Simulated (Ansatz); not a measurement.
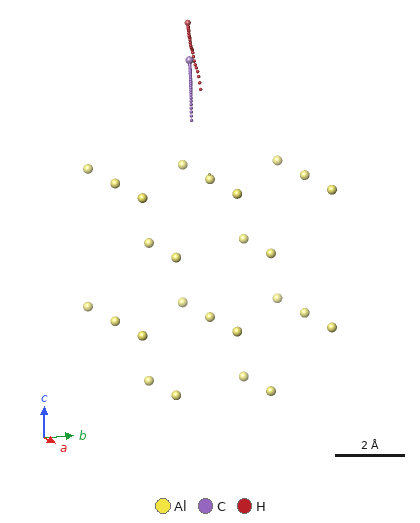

Molecular dynamics of CH on Al(100) (18 atoms in the cell), 60 fs long. Dots mark each atom's position at evenly spaced times, in the colour of its element; spheres stand at the starting positions. Fixed atoms have no trace. Seen slightly off an axis in the simulation cell, with the vacuum cut short.

Computed with DFT PBEsol, scalar-relativistic, plane waves, PAW (Ansatz). Run with plane-wave cutoff 420 eV; k-point mesh 3 × 3 × 1; Fermi-Dirac smearing 0.15 eV; low-accuracy preset; 4 atoms held fixed; constant energy (NVE); time step 0.5 fs; at the start 2 atoms move with typed velocities and the others are at rest.

Question: What do the traces tell about the motion?

Answer: Root-mean-square distances from the starting positions over the second half, with the common drift of all atoms taken out: H 1.20 Å, C 1.10 Å, Al 0.05 Å. The run lasts only 60 fs, too short to tell vibration from diffusion. Over the second half the temperature averages 781 K (spread ±486 K). It is well above the start because potential energy is released as heat. The potential energy is still drifting at the end, so the run hasn't reached equilibrium. The potential energy in the second half lies on average 72.9 meV per atom below the first frame. The total energy stays between −0.019 and 0.0094 meV per atom of its start. A straight-line fit has a slope that amounts to +0.0095 meV per atom over 60 fs (under 0.1 % of the mean kinetic energy), and the ripple about it is under 0.1 % of the kinetic energy's fluctuation. With a drift under 2 % and a ripple under 7 %, the integration is accurate.

Limits of the set-up: the program's low-accuracy preset was used; the periodic images lie only 5.7 Å apart, so the values are limited by the cell's size.

Cost: 19 min on 1 thread of Arm Neoverse V1 (shared host), peak memory 0.71 GiB.
